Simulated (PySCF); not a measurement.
# F4W: what the fields show

The calculation's input:

```
mol = gto.M(atom='''
W     -0.00000    -0.00000     0.00000
F      1.79805     0.00000     0.35358
F     -0.00000     1.79805    -0.35358
F     -1.79805    -0.00000     0.35358
F      0.00000    -1.79805    -0.35358''',
    basis={'W': 'def2-SVP', 'F': 'def2-SVP'},
    ecp={'W': 'def2-SVP'},
    charge=0, spin=0)
mf = dft.RKS(mol, xc='PBE0')
mf.grids.atom_grid = (75, 302)  # f atoms: at least (60, 302), unpruned
mf = mf.density_fit()  # W def2-universal-JKFIT, F def2-universal-JKFIT
mf.conv_tol = 1e-09; mf.max_cycle = 55
mf.kernel(dm0)
```

Command:

```sh
OMP_NUM_THREADS=2 python run.py
```

Core potentials replace the inner electrons of W.

All numbers below come from RKS PBE0, W def2-SVP with ECP60, F def2-SVP; non-relativistic Hamiltonian with scalar-relativistic core potentials where named; density fitting (PySCF 2.14.0).

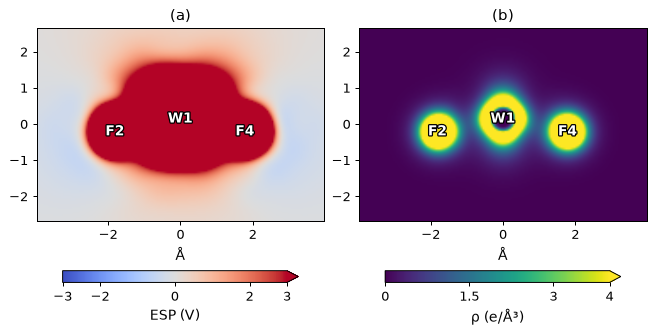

Figure 1. (a) molecular electrostatic potential; (b) electron density on the plane of atoms F2, W1 and F4.

Q: Read the bonding off the picture.

A:
- Atoms in the plane: W and F.
- W–F (1.83 Å): the density is about 1.2 e/Å³ at the midpoint.
- Outside the dense part of the molecule the potential is most negative (−0.5 V) near F2 and F4.

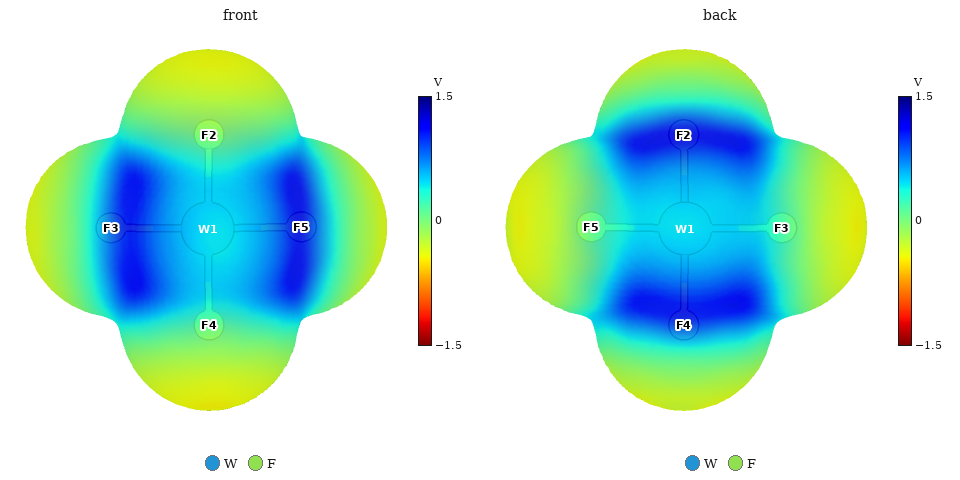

Figure 2. The molecular electrostatic potential painted on the density surface at 0.001 e/bohr³, seen from the front and from behind; the colour scale runs from red (negative) to blue (positive).

Q: Which sites attract a positive test charge, and which a negative one?

A: A positive charge is drawn to the negative regions and a negative charge to the positive ones. The most negative region (about −0.4 V, or −9 kcal/mol for a unit charge) lies over F2, F3, F4 and F5, the most positive (about +1.2 V, or +28 kcal/mol for a unit charge) over W1.

Q: How polar is the molecule by this calculation?

A: Its dipole moment is zero.

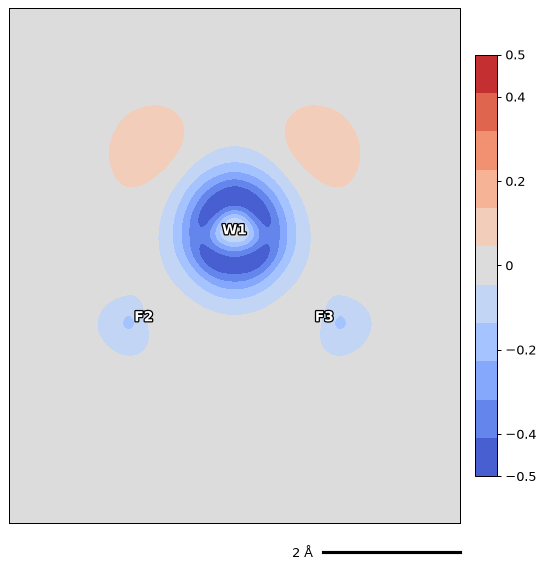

Figure 3. The HOMO on the plane of atoms F2, W1 and F3 (values in Å⁻³ᐟ²; the overall sign is arbitrary).

Q: What is the character of this orbital?

A: Its weight (Hirshfeld) is mainly on W1 (about 90 %). Its energy is −7.30 eV.

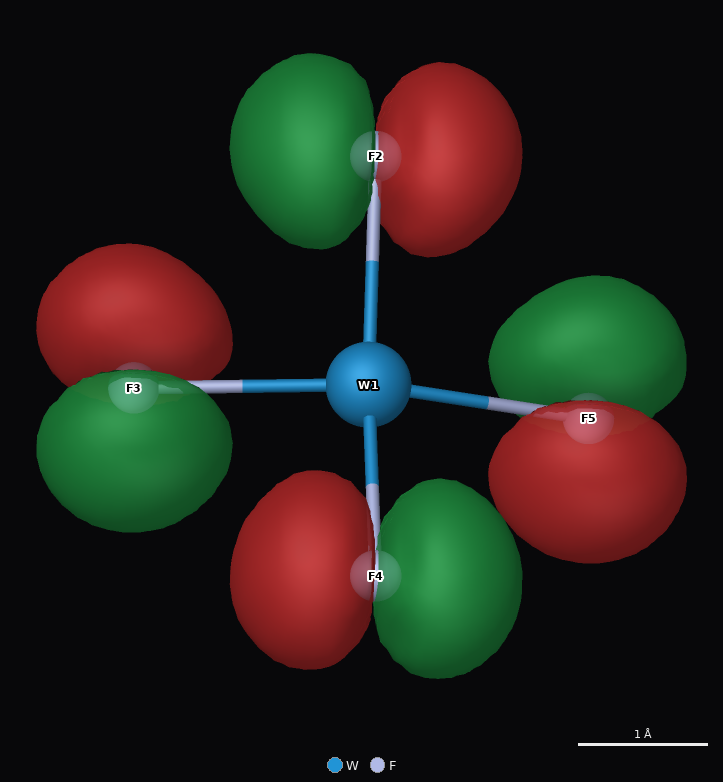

Figure 4. The HOMO−1 at ±0.1 Å⁻³ᐟ² (green and red are the two phases), seen at a tilt.

Q: What is the character of this orbital?

A: By Hirshfeld shares it lies mainly on F2 (about 25 %), F3 (about 25 %), F4 (about 25 %) and F5 (about 25 %); largely a combination of lone pairs on F2, F3, F4 and F5. Its energy is −12.54 eV.
